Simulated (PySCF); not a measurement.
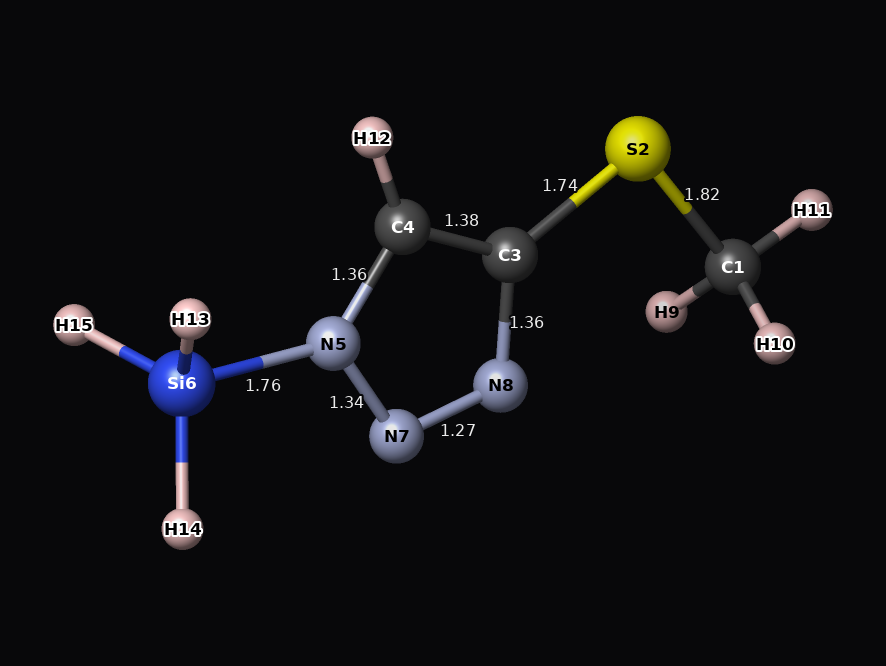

The numbers beside the sticks are distances in Å. Sticks don't show bond order. The computed structure is the end point of a GFN2-xTB optimisation. No frequency run is at hand to confirm it as a minimum.

### Which of the marked bonds are single, double, triple or aromatic?

C1–S2 single; S2–C3 single; C3–C4 aromatic; C3–N8 aromatic; C4–N5 aromatic; N5–Si6 single; N5–N7 aromatic; N7–N8 aromatic.

### Write the SMILES.

CSc1cn([SiH3])nn1
